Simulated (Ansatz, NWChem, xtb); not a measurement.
How methods differ on SiF2 (SMILES F[Si]F)

The species is SiF2 (3 atoms), meant as a singlet with charge 0. As SMILES, `F[Si]F`. The shape is that of a GFN2-xTB optimisation.

```xyz
3

Si    0.0042   -0.0077   -0.7448
F     1.1659   -0.0173    0.3806
F    -1.1702    0.0250    0.3642
```

Quantity: the vertical ionisation energy (to the doublet cation), in eV. The values are calculated.

```json
{"level": "GFN1-xTB", "kind": "semi-empirical", "program": "xtb", "value (eV)": "15.92", "CPU time (all runs)": "under 2 s"}
{"level": "GFN2-xTB", "kind": "semi-empirical", "program": "xtb", "value (eV)": "15.80", "CPU time (all runs)": "under 2 s"}
{"level": "HF/STO-3G", "kind": "Hartree–Fock", "program": "Ansatz", "value (eV)": "6.85", "CPU time (all runs)": "0.29 s"}
{"level": "SVWN5/STO-3G", "kind": "LDA", "program": "Ansatz", "value (eV)": "7.04", "CPU time (all runs)": "2.2 s"}
{"level": "BLYP/STO-3G", "kind": "GGA", "program": "Ansatz", "value (eV)": "6.80", "CPU time (all runs)": "3.9 s"}
{"level": "PBE/STO-3G", "kind": "GGA", "program": "Ansatz", "value (eV)": "6.95", "CPU time (all runs)": "3.8 s"}
{"level": "revPBE/STO-3G", "kind": "GGA", "program": "Ansatz", "value (eV)": "6.91", "CPU time (all runs)": "3.8 s"}
{"level": "BLYP-D2/jun-cc-pV(D+d)Z (density fitting with weigend coulomb fitting)", "kind": "GGA", "program": "NWChem", "value (eV)": "11.24", "CPU time (all runs)": "12 s"}
{"level": "r2SCAN/STO-3G", "kind": "meta-GGA", "program": "Ansatz", "value (eV)": "7.16", "CPU time (all runs)": "7 s"}
{"level": "B3LYP/STO-3G", "kind": "global hybrid", "program": "Ansatz", "value (eV)": "7.26", "CPU time (all runs)": "2.6 s"}
```

The values span 6.80 to 15.92 eV. The xTB values lack the empirical shift that such differences need. Times are those of the runs behind each value, whatever else they computed, on shared processors of several kinds: orders of magnitude only.

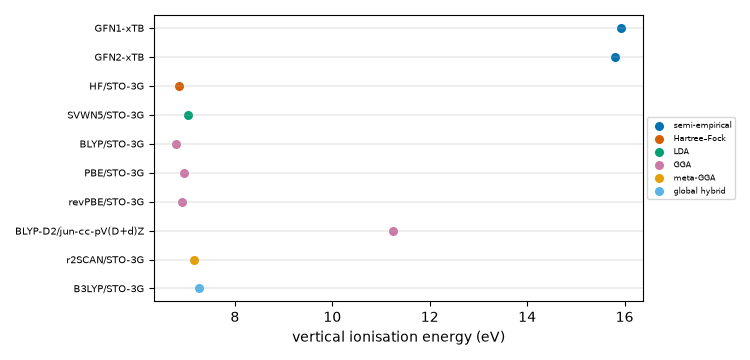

The values of the table, level by level.
